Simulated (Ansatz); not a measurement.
**BH₆NO₂Si: up Jacob's ladder to CCSD(T), part 1 of 2**

How much do the methods differ for BH₆NO₂Si? The plan is to run it at one geometry with functionals of several rungs and with coupled cluster. The yardstick is the atomisation energy at the CCSD(T) limit.

Program: Ansatz 0.2.0, Gaussian basis. Level of theory: functionals in def2-TZVPP, the program's frozen cores in correlated methods. These are calculated values, not measurements.

The runs, in order: LDA (SPW92), PBE-D4, revPBE-D4, BLYP-D4, r2SCAN-D4, B97M-V, PBE0-D4, B3LYP-D4, r2SCANh-D4, r2SCAN0-D4, HSE06-D4, BHLYP-D4, CAM-B3LYP-D4, LC-ωPBE, ωB97X-V, ωB97M-V, B2PLYP, PBE-QIDH; CCSD(T)/def2-SVP; CCSD(T)/def2-TZVPP; MP2/def2-QZVPP; extrapolation to the limit; RPA on PBE.

### 1 The relaxed structure

An earlier PBE0-D4 in a triple-zeta def2 set relaxation fixed the geometry.

SMILES `N[SiH2]B(O)O`, 11 atoms, charge 0, spin multiplicity 1.

Atoms are counted from 1 here; the program's logs count them from 0.

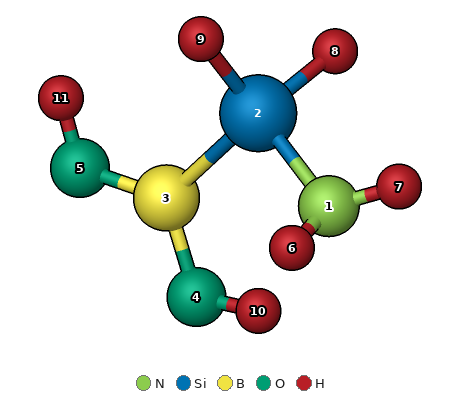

The geometry (nitrogen green, silicon blue, boron yellow, oxygen teal, hydrogen red); atoms are numbered from 1 in the order of the file.

### 2 LDA

This LDA is Slater exchange with PW92 correlation.

The input, in.yaml:

```yaml
crystal:
  periodic: [false, false, false]
  atoms:
    - {symbol: N, position_ang: [0.845560, 0.225939, 1.516523]}
    - {symbol: Si, position_ang: [-0.639332, -0.033725, 0.639000]}
    - {symbol: B, position_ang: [-0.035305, -0.064635, -1.306505]}
    - {symbol: O, position_ang: [1.196743, 0.460639, -1.536134]}
    - {symbol: O, position_ang: [-0.704181, -0.539022, -2.391811]}
    - {symbol: H, position_ang: [1.497898, -0.543054, 1.573924]}
    - {symbol: H, position_ang: [0.791287, 0.682399, 2.414746]}
    - {symbol: H, position_ang: [-1.501061, 1.142935, 0.946495]}
    - {symbol: H, position_ang: [-1.417920, -1.244059, 1.054973]}
    - {symbol: H, position_ang: [1.588989, 0.773828, -0.712004]}
    - {symbol: H, position_ang: [-1.557376, -0.918243, -2.178607]}
basis:
  gaussian: {orbitals: def2-TZVPP}
hamiltonian: {xc: lda}
output: {orbitals: {seedname: orbitals}}
```

The run is started by

```console
$ ansatz run in.yaml --threads 4 --pin off --events-out ev --progress --plain --max-ram 10444MiB
```

The program printed:

```text
Functional definition: SPW92
  name "SPW92"
  cite "Dirac, Proc. Camb. Phil. Soc. 26, 376 (1930) doi:10.1017/S0305004100016108"
  cite "Slater, Phys. Rev. 81, 385 (1951) doi:10.1103/PhysRev.81.385"
  cite "Perdew & Wang, Phys. Rev. B 45, 13244 (1992) doi:10.1103/PhysRevB.45.13244"
  exchange = slater_x
  correlation = pw_c
1268 factors; their error is unknown
mean field evaluation 1: about -14142.8675 eV, gradient 1.0e2 eV
mean field evaluation 2: about -14074.5181 eV, gradient 2.0e2 eV
mean field evaluation 4: about -14160.3160 eV, gradient 1.8e1 eV
mean field evaluation 8: about -14160.9229 eV, gradient 2.2e-1 eV
mean field evaluation 16: about -14160.8994 eV, gradient 1.8e-4 eV
mean field -14160.89942293 eV, -520.4034551903 hartree, gradient 3.1e-5 eV, S^2 0.000000; 0 other end points of the search recorded, 0 dependent functions left out
reference -14160.89946456 eV, -520.4034567202 hartree; 24, 24 occupied and 226, 226 virtual orbitals, 1268 factors
Total energy: -14160.89946456 eV, -520.4034567202 hartree
```

Wall time 1 s (4 threads of Arm Neoverse V2, shared host); peak memory 0.3 GiB.

Atomisation energy: 1130.7 kcal/mol (free atoms -14111.869 eV, run apart). HOMO -6.21 eV, LUMO -1.44 eV.

### 3 PBE-D4 (GGA)

in.yaml: that of step 2 with these lines changed.

```diff
@@ -16,3 +16,3 @@
   gaussian: {orbitals: def2-TZVPP}
-hamiltonian: {xc: lda}
-output: {orbitals: {seedname: orbitals}}
+hamiltonian: {xc: pbe, dispersion: d4}
+output: {forces: true, orbitals: {seedname: orbitals}}
```

Launched as before.

The program printed (excerpt; [...] marks lines left out):

```text
Functional definition: PBE
  name "PBE"
  cite "Perdew, Burke & Ernzerhof, Phys. Rev. Lett. 77, 3865 (1996) doi:10.1103/PhysRevLett.77.3865"
  parent pbe
[...]
1268 factors; their error is unknown
[...]
mean field -14230.73061489 eV, -522.9697041614 hartree, gradient 3.2e-5 eV, S^2 0.000000; 0 other end points of the search recorded, 0 dependent functions left out
[...]
reference -14230.73065926 eV, -522.9697057920 hartree; 24, 24 occupied and 226, 226 virtual orbitals, 1268 factors
Total energy: -14230.93979965 eV, -522.9773915597 hartree
Atom 0 at     0.845560     0.225939     1.516523 Å, force     0.096899     0.185379    -0.142301 eV/Å
Atom 1 at    -0.639332    -0.033725     0.639000 Å, force    -0.137603    -0.072522    -0.218964 eV/Å
Atom 2 at    -0.035305    -0.064635    -1.306505 Å, force    -0.211971    -0.032595     0.459969 eV/Å
Atom 3 at     1.196743     0.460639    -1.536134 Å, force     0.303693     0.061834    -0.516509 eV/Å
Atom 4 at    -0.704181    -0.539022    -2.391811 Å, force     0.149380    -0.000102    -0.543539 eV/Å
Atom 5 at     1.497898    -0.543054     1.573924 Å, force     0.218908    -0.247647     0.026514 eV/Å
Atom 6 at     0.791287     0.682399     2.414746 Å, force     0.000550     0.144192     0.310526 eV/Å
Atom 7 at    -1.501061     1.142935     0.946495 Å, force    -0.090457     0.124450     0.046622 eV/Å
Atom 8 at    -1.417920    -1.244059     1.054973 Å, force    -0.110046    -0.128671     0.050178 eV/Å
Atom 9 at     1.588989     0.773828    -0.712004 Å, force     0.183195     0.144755     0.417005 eV/Å
Atom 10 at    -1.557376    -0.918243    -2.178607 Å, force    -0.402548    -0.179072     0.110498 eV/Å
Dipole moment:    -0.067935    -0.129082     0.548201 e Å
```

Wall time 2.1 s (4 threads of Arm Neoverse V2, shared host); peak memory 0.3 GiB.

With the free atoms at this level, -14187.531 eV in sum, the atomisation energy is 1001.0 kcal/mol. HOMO -6.08 eV, LUMO -1.22 eV.

### 4 revPBE-D4 (GGA)

in.yaml: that of step 3 with these lines changed.

```diff
@@ -16,3 +16,3 @@
   gaussian: {orbitals: def2-TZVPP}
-hamiltonian: {xc: pbe, dispersion: d4}
-output: {forces: true, orbitals: {seedname: orbitals}}
+hamiltonian: {xc: {name: revPBE}, dispersion: d4}
+output: {orbitals: {seedname: orbitals}}
```

The command is unchanged.

The program printed:

```text
Functional definition: revPBE
  name "revPBE"
  cite "Zhang & Yang, Phys. Rev. Lett. 80, 890 (1998) doi:10.1103/PhysRevLett.80.890"
  cite "Perdew, Burke & Ernzerhof, Phys. Rev. Lett. 77, 3865 (1996) doi:10.1103/PhysRevLett.77.3865"
  parameter kappa = 1.245
  parameter beta = 0.06672455060314922
  exchange = pbe_x(kappa = kappa, mu = beta*pi^2/3)
  correlation = pbe_c(beta = beta)
1268 factors; their error is unknown
mean field evaluation 1: about -14221.4720 eV, gradient 9.9e1 eV
mean field evaluation 2: about -14158.5023 eV, gradient 1.9e2 eV
mean field evaluation 4: about -14237.9452 eV, gradient 1.6e1 eV
mean field evaluation 8: about -14238.4268 eV, gradient 1.9e-1 eV
mean field evaluation 16: about -14238.4038 eV, gradient 1.6e-4 eV
mean field -14238.40375985 eV, -523.2516870378 hartree, gradient 3.1e-5 eV, S^2 0.000000; 0 other end points of the search recorded, 0 dependent functions left out
reference -14238.40381509 eV, -523.2516890680 hartree; 24, 24 occupied and 226, 226 virtual orbitals, 1268 factors
Total energy: -14239.04708585 eV, -523.2753288322 hartree
```

It took 1.6 s on 4 threads of Arm Neoverse V2, shared host; peak memory 0.3 GiB.

Atomisation energy: 974.0 kcal/mol (free atoms -14196.809 eV, run apart). HOMO -6.02 eV, LUMO -1.12 eV.

### 5 BLYP-D4 (GGA)

in.yaml: that of step 4 with these lines changed.

```diff
@@ -16,3 +16,3 @@
   gaussian: {orbitals: def2-TZVPP}
-hamiltonian: {xc: {name: revPBE}, dispersion: d4}
+hamiltonian: {xc: {name: BLYP}, dispersion: d4}
 output: {orbitals: {seedname: orbitals}}
```

Same command.

The program printed:

```text
Functional definition: BLYP
  name "BLYP"
  cite "Becke, Phys. Rev. A 38, 3098 (1988) doi:10.1103/PhysRevA.38.3098"
  cite "Lee, Yang & Parr, Phys. Rev. B 37, 785 (1988) doi:10.1103/PhysRevB.37.785"
  parameter beta = 0.0042
  parameter a = 0.04918
  parameter b = 0.132
  parameter c = 0.2533
  parameter d = 0.349
  exchange = b88_x(beta = beta)
  correlation = lyp_c(a = a, b = b, c = c, d = d)
1268 factors; their error is unknown
mean field evaluation 1: about -14220.7897 eV, gradient 1.1e2 eV
mean field evaluation 2: about -14141.2466 eV, gradient 2.1e2 eV
mean field evaluation 4: about -14239.8119 eV, gradient 2.0e1 eV
mean field evaluation 8: about -14240.5375 eV, gradient 2.0e-1 eV
mean field evaluation 16: about -14240.5137 eV, gradient 1.4e-4 eV
mean field -14240.51368308 eV, -523.3292252864 hartree, gradient 3.4e-5 eV, S^2 0.000000; 0 other end points of the search recorded, 0 dependent functions left out
reference -14240.51404792 eV, -523.3292386940 hartree; 24, 24 occupied and 226, 226 virtual orbitals, 1268 factors
Total energy: -14240.97531208 eV, -523.3461898393 hartree
```

It took 1.7 s on 4 threads of Arm Neoverse V2, shared host; peak memory 0.31 GiB.

With the free atoms at this level, -14198.191 eV in sum, the atomisation energy is 986.6 kcal/mol. HOMO -5.99 eV, LUMO -1.10 eV.

### 6 r2SCAN-D4 (meta-GGA)

in.yaml: that of step 5 with these lines changed.

```diff
@@ -16,3 +16,3 @@
   gaussian: {orbitals: def2-TZVPP}
-hamiltonian: {xc: {name: BLYP}, dispersion: d4}
-output: {orbitals: {seedname: orbitals}}
+hamiltonian: {xc: r2scan, dispersion: d4}
+output: {forces: true, orbitals: {seedname: orbitals}}
```

Same command.

The program printed (excerpt; [...] marks lines left out):

```text
Functional definition: r2SCAN
  name "r2SCAN"
  cite "Furness, Kaplan, Ning, Perdew & Sun, J. Phys. Chem. Lett. 11, 8208 (2020) doi:10.1021/acs.jpclett.0c02405"
  cite "Furness, Kaplan, Ning, Perdew & Sun, J. Phys. Chem. Lett. 11, 9248 (2020) doi:10.1021/acs.jpclett.0c03077"
  parent r2scan
[...]
1268 factors; their error is unknown
[...]
mean field -14238.19477137 eV, -523.2440068529 hartree, gradient 6.2e-5 eV, S^2 0.000000; 0 other end points of the search recorded, 0 dependent functions left out
[...]
reference -14238.19478480 eV, -523.2440073463 hartree; 24, 24 occupied and 226, 226 virtual orbitals, 1268 factors
Total energy: -14238.24664017 eV, -523.2459129962 hartree
Atom 0 at     0.845560     0.225939     1.516523 Å, force     0.002023     0.050039    -0.015799 eV/Å
Atom 1 at    -0.639332    -0.033725     0.639000 Å, force    -0.034417    -0.007979    -0.038419 eV/Å
Atom 2 at    -0.035305    -0.064635    -1.306505 Å, force    -0.126828    -0.029268     0.251698 eV/Å
Atom 3 at     1.196743     0.460639    -1.536134 Å, force     0.192035     0.078457    -0.083273 eV/Å
Atom 4 at    -0.704181    -0.539022    -2.391811 Å, force    -0.056961    -0.050355    -0.195972 eV/Å
Atom 5 at     1.497898    -0.543054     1.573924 Å, force     0.016915    -0.006386     0.018507 eV/Å
Atom 6 at     0.791287     0.682399     2.414746 Å, force     0.018962    -0.019358     0.033951 eV/Å
Atom 7 at    -1.501061     1.142935     0.946495 Å, force     0.005360    -0.017641     0.004899 eV/Å
Atom 8 at    -1.417920    -1.244059     1.054973 Å, force    -0.011022     0.009994     0.001758 eV/Å
Atom 9 at     1.588989     0.773828    -0.712004 Å, force     0.014034     0.001582     0.011936 eV/Å
Atom 10 at    -1.557376    -0.918243    -2.178607 Å, force    -0.020100    -0.009085     0.010714 eV/Å
Dipole moment:    -0.077052    -0.133921     0.566101 e Å
```

Run time: 3.6 s. Hardware: 4 threads of Arm Neoverse V2, shared host; peak memory 0.33 GiB.

With the free atoms at this level, -14195.522 eV in sum, the atomisation energy is 985.2 kcal/mol. HOMO -6.36 eV, LUMO -0.94 eV.

### 7 B97M-V (meta-GGA)

in.yaml: that of step 6 with these lines changed.

```diff
@@ -16,3 +16,3 @@
   gaussian: {orbitals: def2-TZVPP}
-hamiltonian: {xc: r2scan, dispersion: d4}
-output: {forces: true, orbitals: {seedname: orbitals}}
+hamiltonian: {xc: {name: B97M-V}}
+output: {orbitals: {seedname: orbitals}}
```

Same command.

The program printed (excerpt; [...] marks lines left out):

```text
Functional definition: B97M-V
  name "B97M-V"
  cite "Mardirossian & Head-Gordon, J. Chem. Phys. 142, 074111 (2015) doi:10.1063/1.4907719"
  cite "Becke, J. Chem. Phys. 107, 8554 (1997) doi:10.1063/1.475007"
  cite "Vydrov & Van Voorhis, J. Chem. Phys. 133, 244103 (2010) doi:10.1063/1.3521275"
  # Of w^i u^j: cxij and so on, Table III.
[...]
  gx(w, u) = cx00 + cx01*u + cx02*u^2 + (cx10 + cx11*u)*w
  gss(w, u) = css00 + css02*u^2 + css10*w + (css32*w^3 + css42*w^4)*u^2
  gos(w, u) = cos00 + cos01*u + cos03*u^3 + cos10*w + cos32*w^3*u^2
[...]
      + integral(e_c_pw_mod_opposite_spin*gos(b97_w_opposite, b97_u_opposite)) + vv10(b, c)
1268 factors; their error is unknown
[...]
mean field -14238.98044650 eV, -523.2728798813 hartree, gradient 2.4e-5 eV, S^2 0.000000; 0 other end points of the search recorded, 0 dependent functions left out
reference -14238.98051263 eV, -523.2728823114 hartree; 24, 24 occupied and 226, 226 virtual orbitals, 1268 factors
Total energy: -14238.98051263 eV, -523.2728823114 hartree
```

It took 6.5 s on 4 threads of Arm Neoverse V2, shared host; peak memory 0.39 GiB.

With the free atoms at this level, -14196.257 eV in sum, the atomisation energy is 985.2 kcal/mol. HOMO -6.47 eV, LUMO -1.10 eV.

### 8 PBE0-D4 (hybrid)

in.yaml: that of step 7 with these lines changed.

```diff
@@ -16,3 +16,3 @@
   gaussian: {orbitals: def2-TZVPP}
-hamiltonian: {xc: {name: B97M-V}}
+hamiltonian: {xc: pbe0, dispersion: d4}
 output: {orbitals: {seedname: orbitals}}
```

Its log isn't repeated here (it stands with the study of this molecule's fields); it ends on a total energy of -14231.962923 eV.

With the free atoms at this level, -14189.513 eV in sum, the atomisation energy is 978.9 kcal/mol. HOMO -7.44 eV, LUMO -0.37 eV.

### 9 B3LYP-D4 (hybrid)

B3LYP here takes the VWN-RPA correlation.

in.yaml: that of step 8 with these lines changed.

```diff
@@ -16,3 +16,3 @@
   gaussian: {orbitals: def2-TZVPP}
-hamiltonian: {xc: pbe0, dispersion: d4}
-output: {orbitals: {seedname: orbitals}}
+hamiltonian: {xc: {name: B3LYP}, dispersion: d4}
+output: {forces: true, orbitals: {seedname: orbitals}}
```

Launched as before.

The program printed (excerpt; [...] marks lines left out):

```text
Functional definition: B3LYP
  name "B3LYP"
  cite "Stephens, Devlin, Chabalowski & Frisch, J. Phys. Chem. 98, 11623 (1994) doi:10.1021/j100096a001"
  cite "Becke, Phys. Rev. A 38, 3098 (1988) doi:10.1103/PhysRevA.38.3098"
  cite "Lee, Yang & Parr, Phys. Rev. B 37, 785 (1988) doi:10.1103/PhysRevB.37.785"
  cite "Vosko, Wilk & Nusair, Can. J. Phys. 58, 1200 (1980) doi:10.1139/p80-159"
[...]
1271 factors; their error is unknown
[...]
mean field -14243.05209064 eV, -523.4225100436 hartree, gradient 2.5e-5 eV, S^2 0.000000; 0 other end points of the search recorded, 0 dependent functions left out
[...]
reference -14243.05236215 eV, -523.4225200214 hartree; 24, 24 occupied and 226, 226 virtual orbitals, 1271 factors
Total energy: -14243.38903159 eV, -523.4348923951 hartree
Atom 0 at     0.845560     0.225939     1.516523 Å, force     0.037850    -0.005692     0.072211 eV/Å
Atom 1 at    -0.639332    -0.033725     0.639000 Å, force    -0.211340    -0.004487    -0.024192 eV/Å
Atom 2 at    -0.035305    -0.064635    -1.306505 Å, force    -0.033300    -0.008006     0.119912 eV/Å
Atom 3 at     1.196743     0.460639    -1.536134 Å, force     0.128304     0.071083     0.016144 eV/Å
Atom 4 at    -0.704181    -0.539022    -2.391811 Å, force    -0.100930    -0.057469    -0.090457 eV/Å
Atom 5 at     1.497898    -0.543054     1.573924 Å, force     0.027945     0.018154     0.015022 eV/Å
Atom 6 at     0.791287     0.682399     2.414746 Å, force     0.033489    -0.003596     0.011439 eV/Å
Atom 7 at    -1.501061     1.142935     0.946495 Å, force     0.045186    -0.069041    -0.013738 eV/Å
Atom 8 at    -1.417920    -1.244059     1.054973 Å, force     0.042883     0.066744    -0.024559 eV/Å
Atom 9 at     1.588989     0.773828    -0.712004 Å, force     0.066004     0.016632    -0.036553 eV/Å
Atom 10 at    -1.557376    -0.918243    -2.178607 Å, force    -0.036091    -0.024321    -0.045231 eV/Å
Dipole moment:    -0.097814    -0.139694     0.586087 e Å
```

It took 3.4 s on 4 threads of Arm Neoverse V2, shared host; peak memory 0.66 GiB.

With the free atoms at this level, -14200.682 eV in sum, the atomisation energy is 984.8 kcal/mol. HOMO -7.24 eV, LUMO -0.60 eV.

### 10 r2SCANh-D4 (hybrid)

in.yaml: that of step 9 with these lines changed.

```diff
@@ -16,3 +16,3 @@
   gaussian: {orbitals: def2-TZVPP}
-hamiltonian: {xc: {name: B3LYP}, dispersion: d4}
-output: {forces: true, orbitals: {seedname: orbitals}}
+hamiltonian: {xc: {name: r2SCANh}, dispersion: d4}
+output: {orbitals: {seedname: orbitals}}
```

Launched as before.

The program printed (excerpt; [...] marks lines left out):

```text
Functional definition: r2SCANh
  name "r2SCANh"
  cite "Bursch, Neugebauer, Ehlert & Grimme, J. Chem. Phys. 156, 134105 (2022) doi:10.1063/5.0086040"
  cite "Furness, Kaplan, Ning, Perdew & Sun, J. Phys. Chem. Lett. 11, 8208 (2020) doi:10.1021/acs.jpclett.0c02405"
  cite "Furness, Kaplan, Ning, Perdew & Sun, J. Phys. Chem. Lett. 11, 9248 (2020) doi:10.1021/acs.jpclett.0c03077"
  parent r2scan
[...]
1268 factors; their error is unknown
[...]
mean field -14237.80379005 eV, -523.2296385542 hartree, gradient 2.0e-5 eV, S^2 0.000000; 0 other end points of the search recorded, 0 dependent functions left out
reference -14237.80380232 eV, -523.2296390051 hartree; 24, 24 occupied and 226, 226 virtual orbitals, 1268 factors
Total energy: -14237.85870562 eV, -523.2316566644 hartree
```

It took 3.7 s on 4 threads of Arm Neoverse V2, shared host; peak memory 0.59 GiB.

With the free atoms at this level, -14195.476 eV in sum, the atomisation energy is 977.4 kcal/mol. HOMO -6.87 eV, LUMO -0.63 eV.

### 11 r2SCAN0-D4 (hybrid)

in.yaml: that of step 10 with these lines changed.

```diff
@@ -16,3 +16,3 @@
   gaussian: {orbitals: def2-TZVPP}
-hamiltonian: {xc: {name: r2SCANh}, dispersion: d4}
+hamiltonian: {xc: {name: r2SCAN0}, dispersion: d4}
 output: {orbitals: {seedname: orbitals}}
```

The command is unchanged.

The program printed (excerpt; [...] marks lines left out):

```text
Functional definition: r2SCAN0
  name "r2SCAN0"
  cite "Bursch, Neugebauer, Ehlert & Grimme, J. Chem. Phys. 156, 134105 (2022) doi:10.1063/5.0086040"
  cite "Furness, Kaplan, Ning, Perdew & Sun, J. Phys. Chem. Lett. 11, 8208 (2020) doi:10.1021/acs.jpclett.0c02405"
  cite "Furness, Kaplan, Ning, Perdew & Sun, J. Phys. Chem. Lett. 11, 9248 (2020) doi:10.1021/acs.jpclett.0c03077"
  parent r2scan
[...]
1271 factors; their error is unknown
[...]
mean field -14237.24976095 eV, -523.2092783603 hartree, gradient 3.7e-5 eV, S^2 0.000000; 0 other end points of the search recorded, 0 dependent functions left out
reference -14237.24977151 eV, -523.2092787484 hartree; 24, 24 occupied and 226, 226 virtual orbitals, 1271 factors
Total energy: -14237.31035416 eV, -523.2115051199 hartree
```

It took 3.7 s on 4 threads of Arm Neoverse V2, shared host; peak memory 0.59 GiB.

Atomisation energy: 966.0 kcal/mol (free atoms -14195.420 eV, run apart). HOMO -7.62 eV, LUMO -0.19 eV.

### 12 HSE06-D4 (hybrid)

HSE06 is the plane-wave form, built on full-range PBE exchange.

in.yaml: that of step 11 with these lines changed.

```diff
@@ -16,3 +16,3 @@
   gaussian: {orbitals: def2-TZVPP}
-hamiltonian: {xc: {name: r2SCAN0}, dispersion: d4}
+hamiltonian: {xc: hse06, dispersion: d4}
 output: {orbitals: {seedname: orbitals}}
```

Same command.

The program printed (excerpt; [...] marks lines left out):

```text
Functional definition: HSE06
  name "HSE06"
  cite "Heyd, Scuseria & Ernzerhof, J. Chem. Phys. 118, 8207 (2003) doi:10.1063/1.1564060"
  cite "Krukau, Vydrov, Izmaylov & Scuseria, J. Chem. Phys. 125, 224106 (2006) doi:10.1063/1.2404663"
  cite "Heyd & Scuseria, J. Chem. Phys. 120, 7274 (2004) doi:10.1063/1.1668634"
  cite "Ernzerhof & Perdew, J. Chem. Phys. 109, 3313 (1998) doi:10.1063/1.476928"
  cite "Perdew, Burke & Ernzerhof, Phys. Rev. Lett. 77, 3865 (1996) doi:10.1103/PhysRevLett.77.3865"
  parent pbe
[...]
  # The whole range is PBE's own exchange, as in plane waves. The composition of these papers is wPBEh.
[...]
1271 factors; their error is unknown
118 factors; integrals over basis functions are off by at most 3.6e-7 eV
[...]
mean field -14231.29554986 eV, -522.9904651386 hartree, gradient 2.6e-5 eV, S^2 0.000000; 0 other end points of the search recorded, 0 dependent functions left out
reference -14231.29559381 eV, -522.9904667539 hartree; 24, 24 occupied and 226, 226 virtual orbitals, 1271 factors
Total energy: -14231.45967456 eV, -522.9964966103 hartree
```

Run time: 2.5 s. Hardware: 4 threads of Arm Neoverse V2, shared host; peak memory 0.59 GiB.

With the free atoms at this level, -14188.974 eV in sum, the atomisation energy is 979.7 kcal/mol. HOMO -7.03 eV, LUMO -0.75 eV.

### 13 BHLYP-D4 (hybrid)

in.yaml: that of step 12 with these lines changed.

```diff
@@ -16,3 +16,3 @@
   gaussian: {orbitals: def2-TZVPP}
-hamiltonian: {xc: hse06, dispersion: d4}
+hamiltonian: {xc: {name: BHLYP}, dispersion: d4}
 output: {orbitals: {seedname: orbitals}}
```

Same command.

The program printed:

```text
Functional definition: BHLYP
  name "BHLYP"
  cite "Becke, J. Chem. Phys. 98, 1372 (1993) doi:10.1063/1.464304"
  cite "Becke, Phys. Rev. A 38, 3098 (1988) doi:10.1103/PhysRevA.38.3098"
  cite "Lee, Yang & Parr, Phys. Rev. B 37, 785 (1988) doi:10.1103/PhysRevB.37.785"
  parameter a = 0.5
  exchange = (1 - a)*b88_x + a*exact_x
  correlation = lyp_c
1396 factors; their error is unknown
mean field evaluation 1: about -14229.4898 eV, gradient 7.5e1 eV
mean field evaluation 2: about -14226.1689 eV, gradient 8.6e1 eV
mean field evaluation 4: about -14238.9402 eV, gradient 2.3e0 eV
mean field evaluation 8: about -14238.9493 eV, gradient 3.0e-2 eV
mean field evaluation 16: about -14239.0328 eV, gradient 6.5e-5 eV
mean field -14239.03281139 eV, -523.2748042554 hartree, gradient 6.5e-5 eV, S^2 0.000000; 0 other end points of the search recorded, 0 dependent functions left out
reference -14239.03299364 eV, -523.2748109529 hartree; 24, 24 occupied and 226, 226 virtual orbitals, 1396 factors
Total energy: -14239.28547005 eV, -523.2840892900 hartree
```

Run time: 2.4 s. Hardware: 4 threads of Arm Neoverse V2, shared host; peak memory 0.58 GiB.

With the free atoms at this level, -14198.007 eV in sum, the atomisation energy is 951.9 kcal/mol. HOMO -8.75 eV, LUMO 0.45 eV.

(Continued in part 2 of 2.)
